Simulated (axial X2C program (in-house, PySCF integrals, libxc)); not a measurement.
# All-electron X2C curves of TaN, part 2 of 2

Computed with an in-house X2C program for linear molecules on PySCF integrals; all-electron X2C, Ta dyall-cv3z, N dyall-av3z.

**9. PBE0, 2c**

State followed: Ω = 0 (closed shell). The scan is laid around 1.663 Å, a first estimate of the minimum, and this SCF restarts from the orbitals of the search.

The SCF at the reference distance of 1.663 Å:

```text
two-component X2C + atomic mean field  PBE0
basis functions 242  fitting functions 1195  grid points 5075
iter        total energy     max residual
   1     -15652.647529791     4.85e+01
   2     -15658.201163766     5.18e-02
   3     -15657.849507033     1.78e-01
   4     -15658.213343691     3.79e-02
   5     -15658.239204732     3.39e-03
   6     -15658.239491727     2.49e-03
   7     -15658.239584128     4.35e-04
   8     -15658.239586154     2.08e-04
   9     -15658.239586797     2.03e-05
  10     -15658.239586814     8.15e-06
  11     -15658.239586815     9.70e-07
converged
one-electron -21794.31936029  Coulomb 6314.08912092  exact exchange -80.46518999  xc functional -246.79784700  nuclear repulsion 162.60346048  atomic mean-field constant -13.34977095
```

Along the bond, energies from the lowest point:

| R (Å) | E (eV) | μ (D) | HOMO (eV) | LUMO (eV) | iterations |
| --- | --- | --- | --- | --- | --- |
| 1.447 | 2.0695 | -1.90 | -5.84 | -3.29 | 14 |
| 1.513 | 0.8749 | -2.47 | -6.01 | -3.38 | 14 |
| 1.563 | 0.3498 | -2.85 | -6.12 | -3.45 | 14 |
| 1.613 | 0.0748 | -3.20 | -6.22 | -3.52 | 14 |
| 1.663 | 0.0000 | -3.50 | -6.31 | -3.59 | 11 |
| 1.721 | 0.1102 | -3.81 | -6.40 | -3.67 | 14 |
| 1.779 | 0.3817 | -4.09 | -6.47 | -3.75 | 15 |
| 1.854 | 0.8987 | -4.38 | -6.53 | -3.84 | 15 |
| 1.946 | 1.6939 | -4.67 | -6.58 | -3.94 | 15 |
| 2.079 | 2.9961 | -4.97 | -6.58 | -4.05 | 17 |

Dipoles are positive if N is the positive end.

Outer spinors at the reference distance:

```tsv
ω	occupied	ε (eV)	atomic character	λ mixture
5/2	yes	-31.43	100% Ta f	90% φ, 10% δ
3/2	yes	-31.07	100% Ta f	76% δ, 24% π
1/2	yes	-30.92	100% Ta f	57% π, 43% σ
7/2	yes	-29.59	100% Ta f	100% φ
5/2	yes	-29.28	100% Ta f	90% δ, 10% φ
3/2	yes	-29.08	100% Ta f	76% π, 24% δ
1/2	yes	-29.04	100% Ta f	57% σ, 43% π
1/2	yes	-19.26	60% N s, 18% Ta d, 9% Ta p	100% σ
1/2	yes	-8.78	52% N p, 40% Ta d, 2% Ta f	95% π, 5% σ
3/2	yes	-8.63	53% N p, 40% Ta d, 2% Ta f	100% π
1/2	yes	-8.18	55% N p, 30% Ta d, 6% N s	95% σ, 5% π
1/2	yes	-6.31	56% Ta s, 16% N p, 12% Ta d	100% σ
3/2	no	-3.59	94% Ta d, 3% N d	99% δ, 1% π
5/2	no	-3.17	94% Ta d, 3% N d	100% δ
1/2	no	-2.08	57% Ta p, 26% Ta d, 14% N p	95% π, 5% σ
3/2	no	-1.70	58% Ta p, 25% Ta d, 14% N p	100% π
```

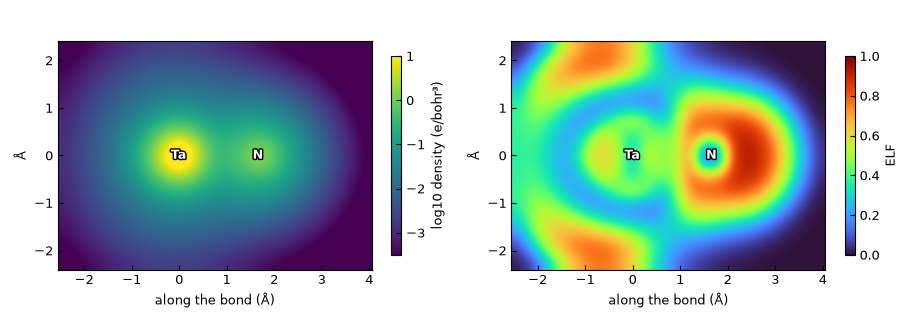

PBE0 fields in a plane through the axis, from a grid of 0.3 Å; Ta lies at z = 0 and N at z = 1.663 Å; the ELF is damped to zero where the density is low.

Re = 1.660 Å, ωe = 1161 cm⁻¹, ωexe = 3.34 cm⁻¹, Be = 0.4709 cm⁻¹, De = 6.19 eV, μ = -3.48 D.

**10. HF, 2c**

The SCF at the reference distance of 1.663 Å:

```text
two-component X2C + atomic mean field  HF
basis functions 242  fitting functions 1195  grid points 5075
iter        total energy     max residual
   1     -15652.837309784     6.75e-01
   2     -15652.883877113     2.35e-02
   3     -15652.884226589     2.48e-02
   4     -15652.887780713     1.76e-03
   5     -15652.887890590     1.48e-03
   6     -15652.887935499     6.35e-04
   7     -15652.887962392     4.05e-04
   8     -15652.887969968     1.21e-04
   9     -15652.887973135     6.82e-05
  10     -15652.887973848     2.27e-05
  11     -15652.887973976     1.10e-05
  12     -15652.887973996     6.31e-06
  13     -15652.887974003     2.89e-06
  14     -15652.887974004     1.92e-06
converged
one-electron -21794.61422429  Coulomb 6314.54087249  exact exchange -322.06831174  xc functional 0.00000000  nuclear repulsion 162.60346048  atomic mean-field constant -13.34977095
```

No constants are quoted: the dipole of the solution doesn't run smoothly along the scan, a sign that its character may change, so the fit is set aside.

**11. BHandHLYP, 2c**

The SCF at the reference distance of 1.663 Å:

```text
two-component X2C + atomic mean field  BHandHLYP
basis functions 242  fitting functions 1195  grid points 5075
iter        total energy     max residual
   1     -15658.266284215     2.44e-01
   2     -15658.269511235     1.08e-02
   3     -15658.263286418     2.50e-02
   4     -15658.270093750     8.76e-03
   5     -15658.271042093     1.15e-03
   6     -15658.271062642     1.95e-04
   7     -15658.271063610     6.28e-05
   8     -15658.271063886     1.75e-05
   9     -15658.271063941     7.22e-06
  10     -15658.271063947     3.28e-06
  11     -15658.271063949     1.17e-06
converged
one-electron -21794.81360405  Coulomb 6314.63998848  exact exchange -160.97139790  xc functional -166.37974001  nuclear repulsion 162.60346048  atomic mean-field constant -13.34977095
```

Re = 1.651 Å, ωe = 1191 cm⁻¹, ωexe = 3.16 cm⁻¹, Be = 0.4761 cm⁻¹, De = 5.06 eV, μ = -3.73 D.

**12. Correlated methods, 2c**

Correlated methods: 18 electrons correlated (frozen shells, counted by type: Ta 4 s, 3 p, 2 d, 1 f; N 1 s), 316 virtual spinors in MP2, 110 natural virtuals in coupled cluster.

Output of the correlated part at 1.663 Å:

```text
correlated 18  virtual 316  natural virtual 110  E(MP2) -0.648920418  MP2 remainder -0.044578421
iter   CCSD correlation   residual
   1     -0.519999851   3.59e-01
   2     -0.557458907   2.30e-01
   3     -0.563262819   5.10e-02
   4     -0.564542000   2.64e-02
   5     -0.564790409   1.02e-02
   6     -0.564857160   4.27e-03
   7     -0.564811762   1.88e-03
   8     -0.564830047   8.76e-04
   9     -0.564853018   5.31e-04
  10     -0.564830001   3.44e-04
  11     -0.564843526   2.18e-04
  12     -0.564840812   1.07e-04
  13     -0.564840185   4.62e-05
  14     -0.564840402   2.33e-05
  15     -0.564840173   1.20e-05
  16     -0.564840224   5.91e-06
  17     -0.564840216   2.88e-06
(T) -0.036178462  T1 0.0390  D1 0.0825  max T2 0.105
```

MP2: No constants are quoted: the dipole of the HF reference doesn't run smoothly along the scan, a sign that its character may change, so the fit is set aside.

CCSD: No constants are quoted: the dipole of the HF reference doesn't run smoothly along the scan, a sign that its character may change, so the fit is set aside.

CCSD(T): No constants are quoted: the dipole of the HF reference doesn't run smoothly along the scan, a sign that its character may change, so the fit is set aside.

**13. A higher determinant, 2c**

State: Ω = 1 (excess of +ω over −ω: ω = -1/2, ω = 3/2).

Output at the reference distance:

```text
two-component X2C + atomic mean field  PBE0
basis functions 242  fitting functions 1195  grid points 5075
iter        total energy     max residual
   1     -15652.891307334     4.87e+01
   2     -15658.198671369     5.35e-02
   3     -15657.833803377     1.87e-01
   4     -15658.213600198     3.68e-02
   5     -15658.237668068     3.12e-03
   6     -15658.237878306     2.43e-03
   7     -15658.237984409     4.31e-04
   8     -15658.237988808     2.93e-04
   9     -15658.237990344     6.79e-05
  10     -15658.237990639     2.85e-05
  11     -15658.237990701     1.55e-05
  12     -15658.237990716     5.54e-06
  13     -15658.237990719     2.48e-06
  14     -15658.237990719     8.71e-07
converged
one-electron -21799.75390908  Coulomb 6319.66710814  exact exchange -80.50598287  xc functional -246.89889644  nuclear repulsion 162.60346048  atomic mean-field constant -13.34977095
```

| R (Å) | E above the lowest PBE0 point (eV) |
| --- | --- |
| 1.447 | 2.159 |
| 1.513 | 0.978 |
| 1.563 | 0.445 |
| 1.613 | 0.150 |
| 1.663 | 0.043 |
| 1.721 | 0.105 |
| 1.779 | 0.318 |
| 1.854 | 0.739 |
| 1.946 | 1.369 |

Re = 1.672 Å, ωe = 1094 cm⁻¹, Be = 0.464 cm⁻¹, μ = -4.88 D. Te = 0.04 eV. As a difference of two determinants it need not be a gap between pure terms.

**14. The 2c curves together**

Energy (eV) of the followed determinant, 2c, from each level's lowest point:

| R (Å) | PBE0 | HF (dipole not smooth) | MP2 (HF's dipole not smooth) | CCSD (HF's dipole not smooth) | CCSD(T) (HF's dipole not smooth) | BHandHLYP |
| --- | --- | --- | --- | --- | --- | --- |
| 1.447 | 2.070 | 1.710 | 2.813 | n/a | n/a | 1.948 |
| 1.513 | 0.875 | 0.631 | 1.411 | 1.021 | 1.171 | 0.790 |
| 1.563 | 0.350 | 0.190 | 0.732 | 0.445 | 0.549 | 0.292 |
| 1.613 | 0.075 | 0.000 | 0.302 | 0.121 | 0.176 | 0.045 |
| 1.663 | 0.000 | 0.011 | 0.073 | 0.000 | 0.003 | 0.000 |
| 1.721 | 0.110 | 0.226 | 0.000 | 0.059 | 0.000 | 0.146 |
| 1.779 | 0.382 | 0.606 | 0.086 | 0.281 | 0.159 | 0.456 |
| 1.854 | 0.899 | 1.270 | 0.375 | 0.739 | 0.532 | 1.026 |
| 1.946 | 1.694 | 2.151 | 2.523 | n/a | n/a | 1.889 |
| 2.079 | 2.996 | 3.081 | 5.347 | n/a | n/a | 3.292 |

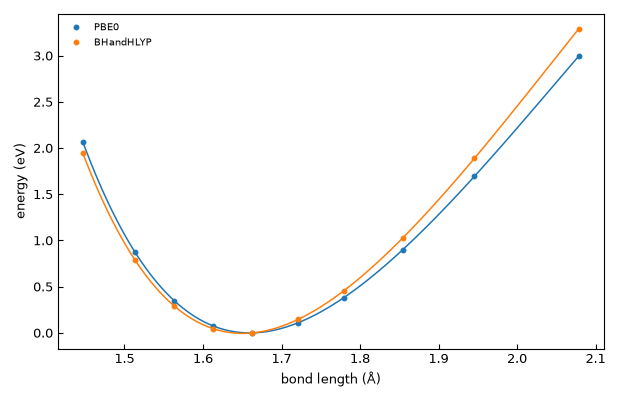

Curves of the followed state, 2c, each from its own lowest point. Left out: HF, MP2, CCSD, CCSD(T).

Time for the job: 14 min (1 thread of Arm Neoverse N1, shared host); peak memory 1.8 GiB.

**15. What came out**

This closing draws on all 2 parts.

Lowest determinant that the search found at its distance, spin-free: M_S = 0, Λ = 0 (closed shell).

Lowest determinant that the search found at its distance, 2c: Ω = 0 (closed shell).

```
Hamiltonian      level  Re (Å)  ωe (cm⁻¹)  De (eV)  μ (D)
  spin-free       PBE0   1.661       1162     6.45  -3.51
  spin-free         HF   1.636       1240     1.28  -3.86
  spin-free        MP2   1.717        999     7.68    n/a
  spin-free       CCSD   1.675       1131     5.84    n/a
  spin-free    CCSD(T)   1.693       1074     6.44    n/a
  spin-free  BHandHLYP   1.652       1192     5.34  -3.76
         2c       PBE0   1.660       1161     6.19  -3.48
         2c  BHandHLYP   1.651       1191     5.06  -3.73
```

Dipoles are positive if N is the positive end. No constants: 2c HF (the dipole of the solution doesn't run smoothly along the scan, a sign that its character may change, so the fit is set aside); 2c MP2 (the dipole of the HF reference doesn't run smoothly along the scan, a sign that its character may change, so the fit is set aside); 2c CCSD (the dipole of the HF reference doesn't run smoothly along the scan, a sign that its character may change, so the fit is set aside); 2c CCSD(T) (the dipole of the HF reference doesn't run smoothly along the scan, a sign that its character may change, so the fit is set aside).

Time per point (s) on 1 thread of Arm Neoverse N1, shared host (2c runs); the times are rough: PBE0 1.4, BHandHLYP 1.5.

At PBE0, going from spin-free to two-component changes Re by -1 mÅ, ωe by -0.2 %, which is small (part of it comes from the scalar share of the two-electron terms). De moves by -0.26 eV; both De rest on single-determinant atoms, which can miss part of an open shell's spin–orbit lowering.

De refers to Ta + N, each in the lowest determinant found, which need not be this curve's own limit. Each curve is one determinant whose occupation by symmetry is held fixed; it was picked as the lowest of a PBE0 search that is not exhaustive. The closed shell is kept restricted; where the fragments are open shells, the energy then runs too high at long range. Dissociation energies refer to the lowest single-determinant-based atoms at the same level and basis. CCSD and (T) use frozen natural virtuals with an MP2 correction for the truncation. T1 at Re is 0.028 (Lee–Taylor), above the customary mark of 0.02.
